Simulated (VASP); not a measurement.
Band structure of Mg₂Sn (space group Fm-3m). All values below come from PBE GGA with D3 dispersion (Becke-Johnson damping), VASP's PBE PAW potentials (set 64) (plane waves; VASP 6.6.1).

Unless said otherwise, spin-orbit coupling is left out, though it shifts the bands of the heavy elements here.

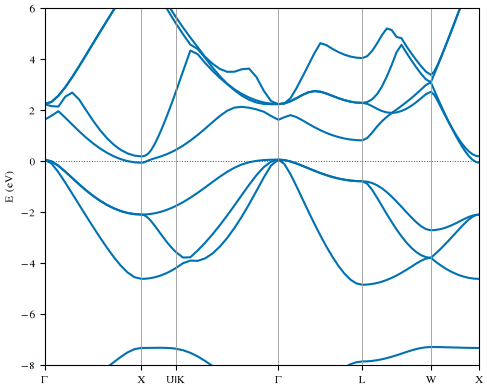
Figure: Bands along high-symmetry lines, zero at the valence-band maximum or, without a gap, the Fermi level

### Question
Read the plot: is there a gap, and where are the band edges?

### Answer
It has no gap at this level: it comes out as a metal or semimetal. (Edges off the drawn lines would not show.)

The structure comes from a measured Mg2Sn entry (Fm-3m) of the Crystallography Open Database, whose conditions weren't checked. It was relaxed first.
